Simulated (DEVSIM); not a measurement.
System: abrupt Si p-n junction, at 300 K.

```tsv
layer (left to right)	material	thickness (μm)	Nd (cm⁻³)	Na (cm⁻³)	τn (s)	τp (s)
1	Si	77.0	-	1.3e16	2.1e-7	2.1e-7
2	Si	1.10	1.4e17	-	2.1e-7	2.1e-7
```

Left contact: ohmic. Right contact: ohmic. Voltage is applied to the left contact. Recombination: SRH at mid-gap, Auger. Mobility is μmin + (μ − μmin)/(1 + (N/Nref)^α).

The device is made up for the run: typed textbook-type constants, with dimensions and the other settings drawn at random. Values at 300 K.

```tsv
parameter	Si
gap (eV)	1.124
affinity (eV)	4.05
permittivity	11.7
Nc (cm⁻³)	2.86e19
Nv (cm⁻³)	3.1e19
μn (cm²/Vs)	1417
μp (cm²/Vs)	470
μn,min	52
μp,min	45
Nref,n	9.7e16
Nref,p	2.2e17
αn	0.68
αp	0.72
Cn (cm⁶/s)	2.8e-31
Cp (cm⁶/s)	9.9e-32
```

Model (solved in DEVSIM): 1D drift-diffusion, Boltzmann statistics, complete ionisation; no tunnelling, impact ionisation, image-force lowering or self-heating.

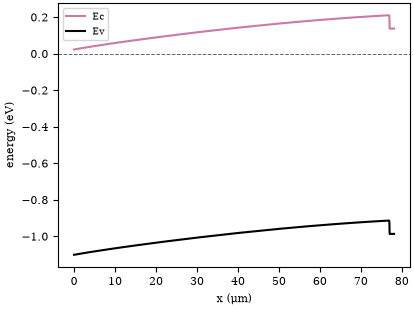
*Band edges at 0.9 V on the left contact*

Energies count from the Fermi level of the right contact; mesh points crowd at the junctions.

```json
[
 {"x (μm)": "0.000", "Ec (eV)": "0.023", "Ev (eV)": "-1.101", "n (cm⁻³)": "8900", "p (cm⁻³)": "1.3e16", "field (V/cm)": "40"},
 {"x (μm)": "0.03736", "Ec (eV)": "0.023", "Ev (eV)": "-1.101", "n (cm⁻³)": "1.0e13", "p (cm⁻³)": "1.3e16", "field (V/cm)": "40"},
 {"x (μm)": "0.1328", "Ec (eV)": "0.023", "Ev (eV)": "-1.101", "n (cm⁻³)": "3.5e13", "p (cm⁻³)": "1.3e16", "field (V/cm)": "40"},
 {"x (μm)": "0.3608", "Ec (eV)": "0.024", "Ev (eV)": "-1.100", "n (cm⁻³)": "9.4e13", "p (cm⁻³)": "1.3e16", "field (V/cm)": "40"},
 {"x (μm)": "1.339", "Ec (eV)": "0.028", "Ev (eV)": "-1.096", "n (cm⁻³)": "3.2e14", "p (cm⁻³)": "1.3e16", "field (V/cm)": "39"},
 {"x (μm)": "3.460", "Ec (eV)": "0.036", "Ev (eV)": "-1.088", "n (cm⁻³)": "7.3e14", "p (cm⁻³)": "1.4e16", "field (V/cm)": "36"},
 {"x (μm)": "8.523", "Ec (eV)": "0.054", "Ev (eV)": "-1.070", "n (cm⁻³)": "1.4e15", "p (cm⁻³)": "1.4e16", "field (V/cm)": "33"},
 {"x (μm)": "30.25", "Ec (eV)": "0.118", "Ev (eV)": "-1.006", "n (cm⁻³)": "2.8e15", "p (cm⁻³)": "1.6e16", "field (V/cm)": "27"},
 {"x (μm)": "56.97", "Ec (eV)": "0.179", "Ev (eV)": "-0.945", "n (cm⁻³)": "4.9e15", "p (cm⁻³)": "1.8e16", "field (V/cm)": "19"},
 {"x (μm)": "69.18", "Ec (eV)": "0.200", "Ev (eV)": "-0.924", "n (cm⁻³)": "6.6e15", "p (cm⁻³)": "2.0e16", "field (V/cm)": "15"},
 {"x (μm)": "73.95", "Ec (eV)": "0.207", "Ev (eV)": "-0.917", "n (cm⁻³)": "7.5e15", "p (cm⁻³)": "2.1e16", "field (V/cm)": "14"},
 {"x (μm)": "76.12", "Ec (eV)": "0.210", "Ev (eV)": "-0.914", "n (cm⁻³)": "8.0e15", "p (cm⁻³)": "2.1e16", "field (V/cm)": "13"},
 {"x (μm)": "76.67", "Ec (eV)": "0.210", "Ev (eV)": "-0.914", "n (cm⁻³)": "8.1e15", "p (cm⁻³)": "2.1e16", "field (V/cm)": "13"},
 {"x (μm)": "76.89", "Ec (eV)": "0.210", "Ev (eV)": "-0.914", "n (cm⁻³)": "8.3e15", "p (cm⁻³)": "2.1e16", "field (V/cm)": "-170"},
 {"x (μm)": "76.98", "Ec (eV)": "0.186", "Ev (eV)": "-0.938", "n (cm⁻³)": "2.1e16", "p (cm⁻³)": "8.1e15", "field (V/cm)": "-10000"},
 {"x (μm)": "77.01", "Ec (eV)": "0.146", "Ev (eV)": "-0.978", "n (cm⁻³)": "1.0e17", "p (cm⁻³)": "1.7e15", "field (V/cm)": "-7800"},
 {"x (μm)": "77.07", "Ec (eV)": "0.137", "Ev (eV)": "-0.987", "n (cm⁻³)": "1.4e17", "p (cm⁻³)": "1.2e15", "field (V/cm)": "-57"},
 {"x (μm)": "77.20", "Ec (eV)": "0.137", "Ev (eV)": "-0.987", "n (cm⁻³)": "1.4e17", "p (cm⁻³)": "1.0e15", "field (V/cm)": "≈ 0"},
 {"x (μm)": "77.65", "Ec (eV)": "0.137", "Ev (eV)": "-0.987", "n (cm⁻³)": "1.4e17", "p (cm⁻³)": "5.1e14", "field (V/cm)": "≈ 0"},
 {"x (μm)": "77.93", "Ec (eV)": "0.137", "Ev (eV)": "-0.987", "n (cm⁻³)": "1.4e17", "p (cm⁻³)": "1.9e14", "field (V/cm)": "≈ 0"},
 {"x (μm)": "78.05", "Ec (eV)": "0.138", "Ev (eV)": "-0.987", "n (cm⁻³)": "1.4e17", "p (cm⁻³)": "6.1e13", "field (V/cm)": "≈ 0"},
 {"x (μm)": "78.10", "Ec (eV)": "0.138", "Ev (eV)": "-0.986", "n (cm⁻³)": "1.4e17", "p (cm⁻³)": "830", "field (V/cm)": "≈ 0"}
]
```
